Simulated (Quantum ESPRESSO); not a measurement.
# Work-function anisotropy of Ni, part 2 of 6

Aim: the work function of the low-index faces of Ni, their order, and how far the functional matters.

Quantum ESPRESSO 7.5; plane-wave DFT, PBE, PseudoDojo norm-conserving pseudopotentials.

So far. Step 2 (Relaxing the ions of (111), PBE): The relaxation lowers the energy by 1 meV an atom. On the free atoms the largest force ends at 0.011 eV/Å.

### 3. Ground state of (111), PBE

Both faces of the slab are alike, so a plain periodic cell serves and symmetry is kept.

Level of this step: plane-wave DFT, PBE, PseudoDojo norm-conserving pseudopotentials (Quantum ESPRESSO 7.5).

Contents of 111.pbe.in:

```
&control
  prefix = '111.pbe'
  outdir = './out'
  pseudo_dir = './pseudo'
  calculation = 'scf'
  tprnfor = .true.
/
&system
  ibrav = 0
  nat = 5
  ntyp = 1
  ecutwfc = 90
  ecutrho = 360
  occupations = 'smearing'
  smearing = 'mv'
  degauss = 0.02
  nspin = 2
  starting_magnetization(1) = 0.12
/
&electrons
  conv_thr = 1e-07
  mixing_beta = 0.4
  electron_maxstep = 120
  mixing_mode = 'local-TF'
/
ATOMIC_SPECIES
  Ni  58.6934  Ni.dojo-sr-pbe-0.4.1-standard.upf
CELL_PARAMETERS angstrom
  2.48901586977665 0.00000000000000 0.00000000000000
  1.24450793488832 2.15555097364920 0.00000000000000
  0.00000000000000 0.00000000000000 24.12909179018993
ATOMIC_POSITIONS crystal
  Ni  0.666666666700 0.666666666700 0.333065296600
  Ni  0.000000000000 0.000000000000 0.415919050000
  Ni  0.333333333300 0.333333333300 0.500000000000
  Ni  0.666666666700 0.666666666700 0.584080950000
  Ni  0.000000000000 0.000000000000 0.666934703400
K_POINTS automatic
  12 12 1 0 0 0
```

The run is started by

```sh
OMP_NUM_THREADS=1 mpirun -n 4 pw.x -nk 4 -in 111.pbe.in > 111.pbe.out
```

What it wrote:

```text
[banner, memory and clock lines left out]
Program PWSCF v.7.5 starts
[citation notice left out]

[...]
Message from routine setup:
[...]
bravais-lattice index     =            0
     lattice parameter (alat)  =       4.7036  a.u.
     unit-cell volume          =     873.6220 (a.u.)^3
     number of atoms/cell      =            5
     number of atomic types    =            1
     number of electrons       =        90.00
     number of Kohn-Sham states=           54
     kinetic-energy cutoff     =      90.0000  Ry
     charge density cutoff     =     360.0000  Ry
     scf convergence threshold =      1.0E-07
     mixing beta               =       0.4000
     number of iterations used =            8  local-TF  mixing
     Exchange-correlation= PBE
                           (   1   4   3   4   0   0   0)

[...]
PseudoPot. # 1 for Ni read from file:
     ./pseudo/Ni.dojo-sr-pbe-0.4.1-standard.upf
     Pseudo is Norm-conserving + core correction, Zval = 18.0
     Generated using ONCVPSP code by D. R. Hamann
     Using radial grid of 1372 points,  6 beta functions with:
                l(1) =   0
                l(2) =   0
                l(3) =   1
                l(4) =   1
                l(5) =   2
                l(6) =   2

     atomic species   valence    mass     pseudopotential
     Ni               18.00    58.69340     Ni( 1.00)

     Starting magnetic structure
     atomic species   magnetization
     Ni              0.120

     12 Sym. Ops., with inversion, found ( 6 have fractional translation)

[...]
number of k points=    19  Marzari-Vanderbilt smearing, width (Ry)=  0.0200
[...]
Dense  grid:   100829 G-vectors     FFT dimensions: (  30,  30, 288)

     Generating pointlists ...
     new r_m :   0.4080 (alat units)  1.9192 (a.u.) for type    1

     Initial potential from superposition of free atoms

     starting charge      89.9989, renormalised to      90.0000

     negative rho (up, down):  5.300E-06 4.164E-06
     Starting wfcs are   50 randomized atomic wfcs +    4 random wfcs

     per-process dynamical memory:   195.9 Mb

     Self-consistent Calculation

     iteration #  1     ecut=    90.00 Ry     beta= 0.40
     Davidson diagonalization with overlap
     ethr =  1.00E-02,  avg # of iterations =  4.3

     negative rho (up, down):  2.061E-08 2.083E-08

     total energy              =   -1677.75538395 Ry
     estimated scf accuracy    <       1.53422980 Ry

     total magnetization       =     4.56 Bohr mag/cell
     absolute magnetization    =     4.91 Bohr mag/cell

     iteration #  2     ecut=    90.00 Ry     beta= 0.40
[...]
total energy              =   -1677.77311501 Ry
     estimated scf accuracy    <       0.67115902 Ry

     total magnetization       =     4.01 Bohr mag/cell
     absolute magnetization    =     4.56 Bohr mag/cell

     iteration #  3     ecut=    90.00 Ry     beta= 0.40
[...]
total energy              =   -1677.79825666 Ry
     estimated scf accuracy    <       1.20187629 Ry

     total magnetization       =     3.91 Bohr mag/cell
     absolute magnetization    =     4.50 Bohr mag/cell

     iteration #  4     ecut=    90.00 Ry     beta= 0.40
[...]
total energy              =   -1677.81241381 Ry
     estimated scf accuracy    <       0.08845423 Ry

     total magnetization       =     3.56 Bohr mag/cell
     absolute magnetization    =     4.19 Bohr mag/cell

     iteration #  5     ecut=    90.00 Ry     beta= 0.40
[...]
total energy              =   -1677.81196818 Ry
     estimated scf accuracy    <       0.02344186 Ry

     total magnetization       =     3.50 Bohr mag/cell
     absolute magnetization    =     4.09 Bohr mag/cell

     iteration #  6     ecut=    90.00 Ry     beta= 0.40
[...]
total energy              =   -1677.80851614 Ry
     estimated scf accuracy    <       0.01655133 Ry

     total magnetization       =     3.49 Bohr mag/cell
     absolute magnetization    =     4.06 Bohr mag/cell

[...]
iteration # 14     ecut=    90.00 Ry     beta= 0.40
[...]
negative rho (up, down):  1.872E-04 1.681E-04

[...]
total energy              =   -1677.80772684 Ry
     estimated scf accuracy    <       0.00000847 Ry

     total magnetization       =     3.56 Bohr mag/cell
     absolute magnetization    =     4.12 Bohr mag/cell

     iteration # 15     ecut=    90.00 Ry     beta= 0.40
[...]
negative rho (up, down):  9.864E-05 8.786E-05

[...]
total energy              =   -1677.80772788 Ry
     estimated scf accuracy    <       0.00000150 Ry

     total magnetization       =     3.56 Bohr mag/cell
     absolute magnetization    =     4.12 Bohr mag/cell

     iteration # 16     ecut=    90.00 Ry     beta= 0.40
[...]
negative rho (up, down):  1.093E-05 9.391E-06

[...]
total energy              =   -1677.80772794 Ry
     estimated scf accuracy    <       0.00000050 Ry

     total magnetization       =     3.56 Bohr mag/cell
     absolute magnetization    =     4.12 Bohr mag/cell

     iteration # 17     ecut=    90.00 Ry     beta= 0.40
[...]
Magnetic moment per site  (integrated on atomic sphere of radius R)
     atom   1 (R=0.408)  charge= 16.5785  magn=  0.7694
     atom   2 (R=0.408)  charge= 16.6467  magn=  0.7666
     atom   3 (R=0.408)  charge= 16.6446  magn=  0.7233
     atom   4 (R=0.408)  charge= 16.6467  magn=  0.7666
     atom   5 (R=0.408)  charge= 16.5785  magn=  0.7694

[...]
End of self-consistent calculation

 ------ SPIN UP ------------

          k = 0.0000 0.0000 0.0000 ( 12575 PWs)   bands (ev):

   -98.7920 -98.7890 -98.7431 -98.5231 -98.5231 -59.2747 -59.2122 -59.1197
   -59.1035 -59.1035 -59.1014 -59.1014 -59.0410 -59.0410 -58.8920 -58.8920
   -58.8920 -58.8920 -58.8127 -58.8124  -3.8413  -2.9164  -1.5480  -0.3659
    -0.0073   2.2250   2.3099   2.4280   2.4280   2.4882   2.5052   2.5052
     2.5403   2.5403   2.7204   2.7204   2.7697   2.7697   2.8748   3.5867
     3.5867   3.6089   3.6089   3.8444   3.8444   4.1291   4.1291   4.2414
     4.2414   4.4776   5.1459   9.5515   9.8784  10.5245

          k = 0.0000 0.0962 0.0000 ( 12487 PWs)   bands (ev):

   -98.7904 -98.7875 -98.7418 -98.5217 -98.5217 -59.2711 -59.2113 -59.1267
   -59.1144 -59.1064 -59.1063 -59.1042 -59.0513 -59.0434 -58.9027 -58.9027
   -58.8947 -58.8946 -58.8116 -58.8113  -3.6034  -2.6873  -1.3334  -0.1716
     0.1563   2.0860   2.1878   2.3732   2.4034   2.4774   2.4991   2.5508
     2.5930   2.6329   2.6944   2.7144   2.7781   2.8010   2.8642   3.4729
     3.4845   3.6463   3.6476   3.6606   3.7851   3.8537   4.1310   4.1582
     4.2468   5.1424   5.9079   9.7630  10.1060  10.7196

[...]
the Fermi energy is     4.9608 ev

!    total energy              =   -1677.80772811 Ry
     estimated scf accuracy    <       0.00000003 Ry
     smearing contrib. (-TS)   =      -0.00020508 Ry
     internal energy E=F+TS    =   -1677.80752303 Ry

     The total energy is F=E-TS. E is the sum of the following terms:
     one-electron contribution =  -14791.81592778 Ry
     hartree contribution      =    7411.04317548 Ry
     xc contribution           =    -214.13951123 Ry
     ewald contribution        =    5917.10474050 Ry

     total magnetization       =     3.56 Bohr mag/cell
     absolute magnetization    =     4.12 Bohr mag/cell

     convergence has been achieved in  17 iterations

     Forces acting on atoms (cartesian axes, Ry/au):

     atom    1 type  1   force =     0.00000000    0.00000000   -0.00059705
     atom    2 type  1   force =     0.00000000    0.00000000    0.00005715
     atom    3 type  1   force =     0.00000000    0.00000000    0.00000000
     atom    4 type  1   force =     0.00000000    0.00000000   -0.00005715
     atom    5 type  1   force =     0.00000000   -0.00000000    0.00059705

     Total force =     0.000848     Total SCF correction =     0.001040
     SCF correction compared to forces is large: reduce conv_thr to get better values

[...]
```

The job ended after 2.6 min (4 MPI ranks of Arm Neoverse V2, shared host; peak memory 1.1 GiB).

This step gave:

| Property | Result |
| --- | --- |
| free energy | -22827.7371 eV |
| Fermi energy | 4.961 eV |
| magnetization | 3.56 μB |
| absolute magnetization | 4.12 μB |
| site moments | 0.7694, 0.7666, 0.7233, 0.7666, 0.7694 μB |

### 4. Electrostatic potential of (111)

plot_num = 11 writes the bare and Hartree potential. It leaves out exchange and correlation, which fade slowly, so it flattens close to the surface.

Contents of 111.pbe.pot.in:

```
&inputpp
  prefix = '111.pbe'
  outdir = './out'
  filplot = '111.pbe.pot.dat'
  plot_num = 11
/
```

The run is started by

```sh
OMP_NUM_THREADS=1 mpirun -n 4 pp.x -in 111.pbe.pot.in > 111.pbe.pot.out
```

What it wrote:

```text
[banner, memory and clock lines left out]
Program POST-PROC v.7.5 starts

          URL

     ./out/111.pbe.save/

     IMPORTANT: XC functional enforced from input :
     Exchange-correlation= PBE
                           (   1   4   3   4   0   0   0)
     Any further DFT definition will be discarded
     Please, verify this is what you really want

     Calling punch_plot, plot_num =  11
     Writing data to file  111.pbe.pot.dat
     Message from routine chdens:
     namelist plot not found or invalid, exiting
```

It took 0.77 s on 4 MPI ranks; peak memory 0.09 GiB; 2.7 s of CPU time.

This step gave:

| Property | Result |
| --- | --- |
| work function of the upper face | 5.031 eV |
| slope of the potential above | 1.52e-4 eV/Å |
| upper vacuum line continued to the top atoms, over the Fermi level | 5.030 eV |
| work function of the lower face | 5.031 eV |
| slope of the potential below | -1.10e-4 eV/Å |
| lower vacuum line continued to the bottom atoms, over the Fermi level | 5.031 eV |

The potential energy, planar mean oscillates, so the rows of the table below give means over windows of 2.01 Å about each position, cut where the curve ends. Its maxima inside the range that stand out by 2 % of the span (Å: eV): 9.0: -0.529, 11.1: -0.369, 13.1: -0.369, 15.1: -0.529. Its minima: 8.0: -28.1, 10.1: -28.2, 12.1: -28.2, 14.1: -28.2, 16.1: -28.1.

Electrostatic potential energy of an electron; zero at the Fermi level. Potential energy, planar mean against z; means over each step:

```csv
z (Å),"potential energy, planar mean (eV)"
1.00,5.03
3.01,5.03
5.02,4.98
7.03,-3.64
9.04,-11.6
11.05,-11.2
13.06,-11.2
15.07,-11.6
17.08,-3.79
19.09,4.98
21.10,5.03
23.11,5.03
```

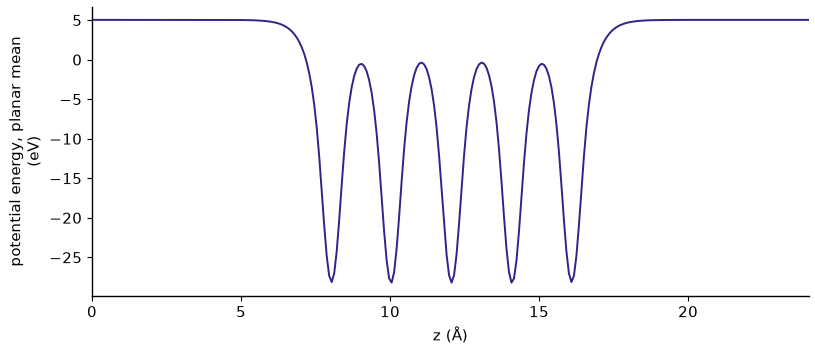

Potential energy, planar mean against z.

### 5. Ground state of (111), PBEsol

The same atoms under a second functional.

Level of this step: plane-wave DFT, PBEsol, PseudoDojo norm-conserving pseudopotentials (Quantum ESPRESSO 7.5).

111.pbesol.in is the input of step 3 with these lines changed:

```diff
@@ -1,3 +1,3 @@
 &control
-  prefix = '111.pbe'
+  prefix = '111.pbesol'
   outdir = './out'
@@ -26,3 +26,3 @@
 ATOMIC_SPECIES
-  Ni  58.6934  Ni.dojo-sr-pbe-0.4.1-standard.upf
+  Ni  58.6934  Ni.dojo-sr-pbesol-0.4.1-standard.upf
 CELL_PARAMETERS angstrom
```

The run is started by

```sh
OMP_NUM_THREADS=1 mpirun -n 4 pw.x -nk 4 -in 111.pbesol.in > 111.pbesol.out
```

What it wrote:

```text
[banner, memory and clock lines left out]
Program PWSCF v.7.5 starts
[...]
Message from routine setup:
[...]
number of electrons       =        90.00
     number of Kohn-Sham states=           54
     kinetic-energy cutoff     =      90.0000  Ry
     charge density cutoff     =     360.0000  Ry
[...]
number of k points=    19  Marzari-Vanderbilt smearing, width (Ry)=  0.0200
[...]
Dense  grid:   100829 G-vectors     FFT dimensions: (  30,  30, 288)
[...]
negative rho (up, down):  5.266E-06 4.138E-06
     Starting wfcs are   50 randomized atomic wfcs +    4 random wfcs
[...]
estimated scf accuracy    <       1.41883938 Ry
     total magnetization       =     4.61 Bohr mag/cell
     absolute magnetization    =     4.95 Bohr mag/cell
[...]
estimated scf accuracy    <       0.65862745 Ry
     total magnetization       =     4.04 Bohr mag/cell
     absolute magnetization    =     4.57 Bohr mag/cell
[...]
estimated scf accuracy    <       1.17419226 Ry
     total magnetization       =     3.93 Bohr mag/cell
     absolute magnetization    =     4.48 Bohr mag/cell
[...]
estimated scf accuracy    <       0.05823255 Ry
     total magnetization       =     3.54 Bohr mag/cell
     absolute magnetization    =     4.12 Bohr mag/cell
[...]
estimated scf accuracy    <       0.01833369 Ry
     total magnetization       =     3.50 Bohr mag/cell
     absolute magnetization    =     4.05 Bohr mag/cell
[...]
estimated scf accuracy    <       0.01484443 Ry
     total magnetization       =     3.49 Bohr mag/cell
     absolute magnetization    =     4.02 Bohr mag/cell
[...]
estimated scf accuracy    <       0.01638170 Ry
     total magnetization       =     3.46 Bohr mag/cell
     absolute magnetization    =     3.93 Bohr mag/cell
[...]
negative rho (up, down):  1.466E-06 0.000E+00
[...]
estimated scf accuracy    <       0.00526634 Ry
     total magnetization       =     3.54 Bohr mag/cell
     absolute magnetization    =     4.00 Bohr mag/cell
[...]
negative rho (up, down):  2.461E-03 2.072E-03
[...]
estimated scf accuracy    <       0.00274338 Ry
     total magnetization       =     3.55 Bohr mag/cell
     absolute magnetization    =     4.04 Bohr mag/cell
[...]
negative rho (up, down):  3.435E-03 3.209E-03
[...]
estimated scf accuracy    <       0.00118357 Ry
     total magnetization       =     3.55 Bohr mag/cell
     absolute magnetization    =     4.07 Bohr mag/cell
[...]
negative rho (up, down):  3.963E-03 3.701E-03
[...]
estimated scf accuracy    <       0.00064517 Ry
     total magnetization       =     3.55 Bohr mag/cell
     absolute magnetization    =     4.09 Bohr mag/cell
[...]
negative rho (up, down):  1.378E-03 1.306E-03
[...]
estimated scf accuracy    <       0.00015293 Ry
     total magnetization       =     3.54 Bohr mag/cell
     absolute magnetization    =     4.08 Bohr mag/cell
[...]
negative rho (up, down):  8.350E-04 7.853E-04
[...]
estimated scf accuracy    <       0.00002313 Ry
     total magnetization       =     3.54 Bohr mag/cell
     absolute magnetization    =     4.06 Bohr mag/cell
[...]
negative rho (up, down):  2.317E-04 2.093E-04
[...]
estimated scf accuracy    <       0.00000797 Ry
     total magnetization       =     3.54 Bohr mag/cell
     absolute magnetization    =     4.06 Bohr mag/cell
[...]
negative rho (up, down):  6.916E-05 6.232E-05
[...]
estimated scf accuracy    <       0.00000114 Ry
     total magnetization       =     3.55 Bohr mag/cell
     absolute magnetization    =     4.06 Bohr mag/cell
[...]
negative rho (up, down):  1.292E-05 1.128E-05
[...]
estimated scf accuracy    <       0.00000063 Ry
     total magnetization       =     3.54 Bohr mag/cell
     absolute magnetization    =     4.06 Bohr mag/cell
[...]
the Fermi energy is     4.7993 ev
!    total energy              =   -1676.38862966 Ry
     estimated scf accuracy    <       0.00000004 Ry
     smearing contrib. (-TS)   =      -0.00003885 Ry
     internal energy E=F+TS    =   -1676.38859080 Ry
[...]
one-electron contribution =  -14791.37868458 Ry
     hartree contribution      =    7409.94110865 Ry
     xc contribution           =    -212.05575537 Ry
     ewald contribution        =    5917.10474050 Ry
     total magnetization       =     3.54 Bohr mag/cell
     absolute magnetization    =     4.06 Bohr mag/cell
     convergence has been achieved in  17 iterations
[...]
Total force =     0.017768     Total SCF correction =     0.001716
[...]
```

It took 2.6 min on 4 MPI ranks; peak memory 1.1 GiB.

Numbers from this step:

* free energy: -22808.4293 eV
* Fermi energy: 4.799 eV
* magnetization: 3.54 μB
* absolute magnetization: 4.06 μB
* site moments: 0.7621, 0.7613, 0.7183, 0.7613, 0.7621 μB

### 6. Electrostatic potential of (111)

Contents of 111.pbesol.pot.in:

```
&inputpp
  prefix = '111.pbesol'
  outdir = './out'
  filplot = '111.pbesol.pot.dat'
  plot_num = 11
/
```

The run is started by

```sh
OMP_NUM_THREADS=1 mpirun -n 4 pp.x -in 111.pbesol.pot.in > 111.pbesol.pot.out
```

Wall time 0.77 s (4 MPI ranks); peak memory 0.11 GiB; 2.7 s of CPU time.

Read from the output:

* work function of the upper face: 5.174 eV
* slope of the potential above: 1.26e-4 eV/Å
* upper vacuum line continued to the top atoms, over the Fermi level: 5.173 eV
* work function of the lower face: 5.174 eV
* slope of the potential below: -9.11e-5 eV/Å
* lower vacuum line continued to the bottom atoms, over the Fermi level: 5.173 eV

On (111) the work function under PBEsol lies +0.14 eV from PBE's.

(Part 2 of 6 ends here.)

[Logs are printed without paths, hosts, clocks, repeated set-up lines and the standing remarks that a program may print on its own settings, such as how far it seeks lower states.]

[Hosts, paths, dates, database ids (printed as entryN), source tags and the programs' standing remarks are cut or masked in the printed files.]

[Maps of the electrostatic potential energy from Ansatz leave out the sawtooth potential of an applied field or a dipole correction, so their vacuum need not be flat; planar profiles and work functions include it.]
